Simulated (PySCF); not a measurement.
# [Yb(OH)3(H2O)]−: other functionals and bases at one geometry

How far do other levels of theory move the description of [Yb(OH)3(H2O)]−, and what does each cost? The species was built from a template and needn't be a known compound.

Computed with PySCF 2.14.0. Level: several levels, as the steps say, no spin–orbit coupling.

1 further run of the same task is left out (for a known fault of the program).

### Step 1. Starting geometry

10 atoms, charge -1, spin multiplicity 1.

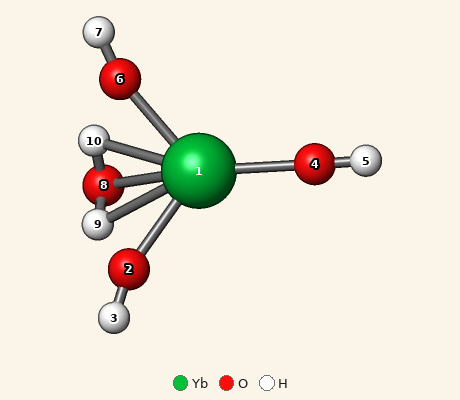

The geometry (ytterbium green, oxygen red, hydrogen white); atoms are numbered from 1 in the order of the file.

Coordinates:

```xyz
10
charge -1, multiplicity 1
Yb   -0.3648   -0.3513    0.3433
O     0.7080    1.5728    0.7971
H     1.0659    2.3161    1.2835
O    -1.4918   -1.5903    1.7494
H    -2.0224   -2.1251    2.3397
O     0.3656   -0.9196   -1.7067
H     0.6003   -1.4229   -2.4868
O    -0.6611    1.5241   -1.4848
H    -0.0412    1.8281   -0.7669
H    -0.1963    0.7315   -1.8685
```

Formal oxidation states: Yb +2. Each metal's 14 4f electrons lie in its core potential, so multiplicities, spins and levels count the valence alone. An earlier session relaxed this geometry at PBE0, Yb lcecp-0-SVP with ECP60, O def2-SVP, H def2-SVP (singlet, point group C1).

At PBE0 on the finer grid: E = -336.502559 Eh, frontier levels not given, since the 4f levels lie in the core, Mulliken charge on Yb1 +0.52 e, largest force component 0.018 eV/Å. 

Levels to run: TPSSh; BLYP; PBE0, TZVP. Hardware: 2 threads of Arm Neoverse V1, shared host.

### Step 2. TPSSh

The input, run.py (the lines that set the calculation):

```python
mol = gto.M(atom='''
Yb    -0.36484    -0.35130     0.34328
O      0.70803     1.57283     0.79713
H      1.06587     2.31613     1.28348
O     -1.49176    -1.59030     1.74940
H     -2.02241    -2.12511     2.33971
O      0.36557    -0.91956    -1.70670
H      0.60026    -1.42292    -2.48683
O     -0.66112     1.52409    -1.48482
H     -0.04122     1.82807    -0.76691
H     -0.19634     0.73147    -1.86846''',
    basis={'Yb': 'lcecp-0-SVP', 'O': 'def2-SVP', 'H': 'def2-SVP'},
    ecp={'Yb': 'lcecp-0-SVP'},
    charge=-1, spin=0)
mf = dft.RKS(mol, xc='TPSSH')
mf.grids.atom_grid = (75, 302)  # f atoms: unpruned, at least (60, 302)
mf = mf.density_fit()  # fitting sets: Yb AutoAux, O def2-universal-JKFIT, H def2-universal-JKFIT
mf.conv_tol = 1e-08; mf.max_cycle = 55
mf.kernel(dm0)  # dm0: the density of the relaxed state
```

Command:

```sh
OMP_NUM_THREADS=2 python run.py
```

What it wrote:

```text
init E= -336.821007576725
cycle= 1 E= -336.821737604936  delta_E= -0.00073  |g|= 0.0122  |ddm|= 0.0834
cycle= 2 E= -336.821640969374  delta_E= 9.66e-05  |g|= 0.0254  |ddm|= 0.0287
cycle= 3 E= -336.821770634109  delta_E= -0.00013  |g|= 0.000738  |ddm|= 0.0179
cycle= 4 E= -336.821770690997  delta_E= -5.69e-08  |g|= 0.000597  |ddm|= 0.00124
cycle= 5 E= -336.821770748371  delta_E= -5.74e-08  |g|= 0.000284  |ddm|= 0.000625
cycle= 6 E= -336.821770764785  delta_E= -1.64e-08  |g|= 3.65e-05  |ddm|= 0.000227
cycle= 7 E= -336.821770764961  delta_E= -1.76e-10  |g|= 2.05e-05  |ddm|= 3.91e-05
Extra cycle  E= -336.821770764808  delta_E= 1.54e-10  |g|= 3.5e-05  |ddm|= 4.18e-05
converged SCF energy = -336.821770764808
```

It took 10 s on 2 threads of Arm Neoverse V1, shared host.

Read off: E = -336.821771 Eh, frontier levels not given, since the 4f levels lie in the core, Mulliken charge on Yb1 +0.46 e, largest force component 0.334 eV/Å. 

### Step 3. BLYP

run.py (the lines that set the calculation), as its differences from that of step 2:

```diff
@@ -14,3 +14,3 @@
     charge=-1, spin=0)
-mf = dft.RKS(mol, xc='TPSSH')
+mf = dft.RKS(mol, xc='BLYP')
 mf.grids.atom_grid = (75, 302)  # f atoms: unpruned, at least (60, 302)
```

Command:

```sh
OMP_NUM_THREADS=2 python run.py
```

What it wrote:

```text
init E= -336.751312025539
cycle= 1 E= -336.758553224125  delta_E= -0.00724  |g|= 0.061  |ddm|= 0.393
cycle= 2 E= -336.753384392019  delta_E= 0.00517  |g|= 0.174  |ddm|=  0.2
cycle= 3 E= -336.759601264748  delta_E= -0.00622  |g|= 0.0145  |ddm|= 0.118
cycle= 4 E= -336.759653557127  delta_E= -5.23e-05  |g|= 0.00594  |ddm|= 0.0179
cycle= 5 E= -336.759659569431  delta_E= -6.01e-06  |g|= 0.00271  |ddm|= 0.00592
cycle= 6 E= -336.759661051674  delta_E= -1.48e-06  |g|= 0.000433  |ddm|= 0.00221
cycle= 7 E= -336.759661086294  delta_E= -3.46e-08  |g|= 8.07e-05  |ddm|= 0.000391
cycle= 8 E= -336.759661087603  delta_E= -1.31e-09  |g|= 1.03e-05  |ddm|= 7.86e-05
Extra cycle  E= -336.759661087562  delta_E= 4.2e-11  |g|= 1.82e-05  |ddm|= 3.11e-05
converged SCF energy = -336.759661087562
```

Wall time 7.6 s (2 threads of Arm Neoverse V1, shared host).

Read off: E = -336.759661 Eh, frontier levels not given, since the 4f levels lie in the core, Mulliken charge on Yb1 +0.24 e, largest force component 0.709 eV/Å. 

### Step 4. PBE0, TZVP

Basis: Yb lcecp-0-TZVP with ECP60, O def2-TZVP, H def2-TZVP. 

run.py (the lines that set the calculation), as its differences from that of step 3:

```diff
@@ -11,6 +11,6 @@
 H     -0.19634     0.73147    -1.86846''',
-    basis={'Yb': 'lcecp-0-SVP', 'O': 'def2-SVP', 'H': 'def2-SVP'},
-    ecp={'Yb': 'lcecp-0-SVP'},
+    basis={'Yb': 'lcecp-0-TZVP', 'O': 'def2-TZVP', 'H': 'def2-TZVP'},
+    ecp={'Yb': 'lcecp-0-TZVP'},
     charge=-1, spin=0)
-mf = dft.RKS(mol, xc='BLYP')
+mf = dft.RKS(mol, xc='PBE0')
 mf.grids.atom_grid = (75, 302)  # f atoms: unpruned, at least (60, 302)
@@ -18,2 +18,2 @@
 mf.conv_tol = 1e-08; mf.max_cycle = 55
-mf.kernel(dm0)  # dm0: the density of the relaxed state
+mf.kernel(dm0)  # dm0: free metal ions and neutral atoms
```

Command:

```sh
OMP_NUM_THREADS=2 python run.py
```

What it wrote:

```text
init E= -349.35312154278
cycle= 1 E= -335.219549436379  delta_E= 14.1  |g|= 2.94  |ddm|= 2.93
cycle= 2 E= -334.453588525274  delta_E= 0.766  |g|= 3.92  |ddm|= 3.13
cycle= 3 E= -336.836827119678  delta_E= -2.38  |g|= 0.421  |ddm|= 1.69
cycle= 4 E= -336.863669114633  delta_E= -0.0268  |g|= 0.354  |ddm|= 0.632
cycle= 5 E= -336.883822228394  delta_E= -0.0202  |g|= 0.101  |ddm|= 0.23
cycle= 6 E= -336.885600923669  delta_E= -0.00178  |g|= 0.018  |ddm|= 0.0637
cycle= 7 E= -336.88566068643  delta_E= -5.98e-05  |g|= 0.00228  |ddm|= 0.0127
cycle= 8 E= -336.885661044011  delta_E= -3.58e-07  |g|= 0.002  |ddm|= 0.00235
cycle= 9 E= -336.885661716223  delta_E= -6.72e-07  |g|= 0.000513  |ddm|= 0.0013
cycle= 10 E= -336.885661765984  delta_E= -4.98e-08  |g|= 3.94e-05  |ddm|= 0.000345
cycle= 11 E= -336.885661766416  delta_E= -4.33e-10  |g|= 1.48e-05  |ddm|= 5.79e-05
Extra cycle  E= -336.885661766437  delta_E= -2.09e-11  |g|= 1.23e-05  |ddm|= 2.34e-05
converged SCF energy = -336.885661766437
```

Run time: 19 s. Hardware: 2 threads of Arm Neoverse V1, shared host.

It gives: E = -336.885662 Eh, frontier levels not given, since the 4f levels lie in the core, Mulliken charge on Yb1 +1.13 e, largest force component 0.297 eV/Å. 

### Step 5. All levels side by side

| level | state | charge on Yb1 (e) | dipole (D) | largest force (eV/Å) | basis functions | time |
| --- | --- | --- | --- | --- | --- | --- |
| PBE0 (relaxed here) | singlet | 0.52 | 2.00 | 0.02 | 112 | 20 s |
| TPSSh | singlet | 0.46 | 1.94 | 0.33 | 112 | 10 s |
| BLYP | singlet | 0.24 | 1.78 | 0.71 | 112 | 7.6 s |
| PBE0, TZVP | singlet | 1.13 | 2.19 | 0.30 | 201 | 19 s |

Times are on 2 threads of Arm Neoverse V1, shared host; the first row also made further properties. The dipole of a charged species depends on the origin, so these sizes hold for this origin alone.

The largest leftover force, 0.71 eV/Å with BLYP, stands at a geometry relaxed at another level. The Mulliken charge on Yb spans +0.24 to +1.13 e over the levels. With 4f in the core, its levels are missing from HOMO and gap. Total energies of different levels can't be compared. Spin–orbit coupling is left out throughout.
